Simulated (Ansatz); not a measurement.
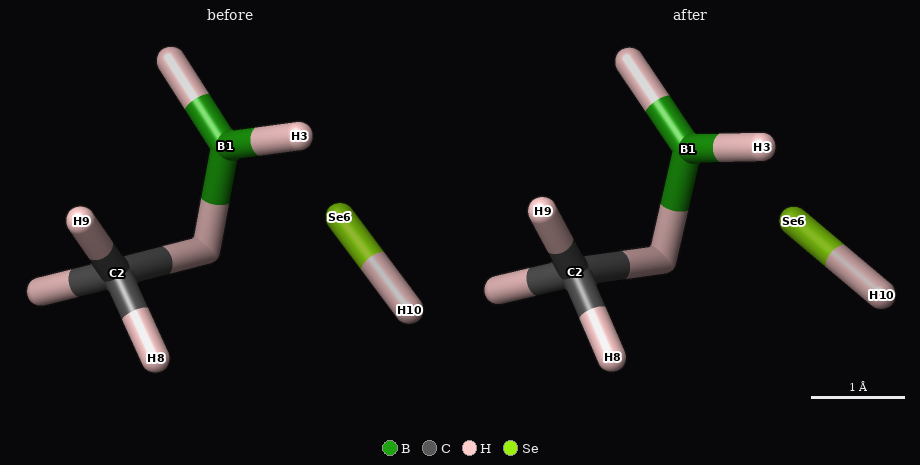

The structure of CH7BSe before (left) and after (right) a constrained relaxation, at one scale.

A stick model, seen at a tilt.

The reaction that was planned forms B1–Se6, C2–H5 and breaks B1–C2, H5–Se6 (atoms numbered from 1 in input order).

Computed with RKS PBE0-D4/def2-SVP (Ansatz 0.2.0).

Input file:
```yaml
crystal:
  periodic: [false, false, false]
  atoms:
    - {symbol: B, position_ang: [0.641900, 0.638000, 0.042000]}
    - {symbol: C, position_ang: [-1.018600, 0.115400, -0.609500]}
    - {symbol: H, position_ang: [0.502800, 1.274800, 1.011200]}
    - {symbol: H, position_ang: [1.320400, 0.997700, -0.838400]}
    - {symbol: H, position_ang: [0.103800, -0.512500, -0.066100]}
    - {symbol: Se, position_ang: [1.688300, -1.368200, 0.791800]}
    - {symbol: H, position_ang: [-1.053600, -0.463700, -1.527900]}
    - {symbol: H, position_ang: [-1.743800, -0.259400, 0.106600]}
    - {symbol: H, position_ang: [-1.268100, 1.143300, -0.842600]}
    - {symbol: H, position_ang: [0.826900, -1.565500, 1.932900]}
basis:
  gaussian: {orbitals: def2-SVP}
hamiltonian: {xc: pbe0, dispersion: d4}
relax: {f_tol: 0.08, max_steps: 120, escape_saddle: false, constraints: [{distance: [0, 5]}, {distance: [1, 4]}, {distance: [0, 1]}, {distance: [4, 5]}]}
```

What changed between the two?

The atom that moves furthest after the best rigid fit is H10 (0.21 Å). By element the largest moves are H 0.21 Å, Se 0.09 Å, B 0.04 Å, C 0.02 Å. Some distances before and after: B1–H5 1.275 → 1.374 Å, B1–H3 1.168 → 1.201 Å, Se6–H10 1.443 → 1.471 Å, C2–H9 1.083 → 1.099 Å. Bond angles that change, for instance: H3–B1–H4 121.8° → 125.9°, B1–H5–C2 88.1° → 84.3°, H5–C2–H7 96.6° → 93.9°. The optimiser took 6 steps. The run took of the order of 30 core-seconds on a shared host.
